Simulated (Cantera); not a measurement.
Input: 1 mol Si3H8, 0.018 mol Cl2, 11 mol H2, equilibrated at 82.5 Torr.

Equilibrium computed with Cantera from the NASA thermochemical tables; the gas is ideal and each condensed phase is pure. Candidate condensed phases: Si; 19 gas species. The feed counts by its element totals alone. Gases not in the tables: Si2H6 and higher silanes. Kinetics and transport are ignored.

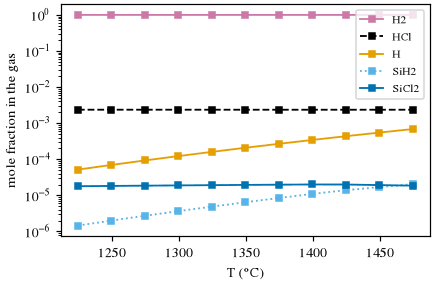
*Equilibrium gas composition (values under 1e-9 drawn at 1e-9)*

From 1225 °C to 1400 °C the condensed part is Si(s). From 1425 °C to 1475 °C the condensed part is Si(l). The main Si-bearing gas is SiCl2 at 1225 °C and SiH2 at 1475 °C.
